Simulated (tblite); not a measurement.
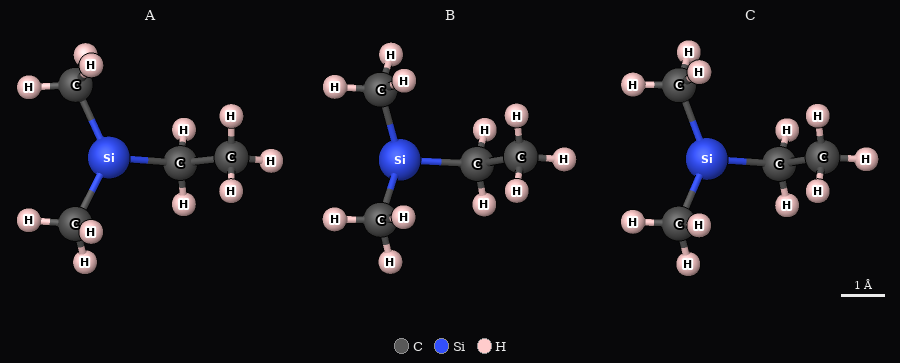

3 geometries from one relaxation of C4H11Si (charge +1), in shuffled order. Style: ball-and-stick. Shown at a tilt.

The calculation used tblite, GFN2-xTB geometry optimisation, gas phase. 

**Order the frames from highest to lowest energy.**

B, C, A. They are steps 0, 13, 48, at +55.8 kJ/mol, +9.04 kJ/mol relative to the last. The energy falls by 55.8 kJ/mol in 48 geometry steps. The Si atom moves most after the best rigid fit: 0.50 Å. By element the largest moves are Si 0.50 Å, H 0.47 Å, C 0.26 Å. Some distances before and after: C–Si 1.831 → 1.882 Å, C–Si 1.853 → 1.882 Å, C–H 1.112 → 1.090 Å, C–C 1.521 → 1.539 Å. Bond angles that change, for instance: C–Si–C 112.4° → 120.7°, C–Si–C 111.4° → 119.5°, C–Si–C 112.7° → 119.5°. The run took 0.26 s on 1 thread of Arm Neoverse V1, on a shared host.
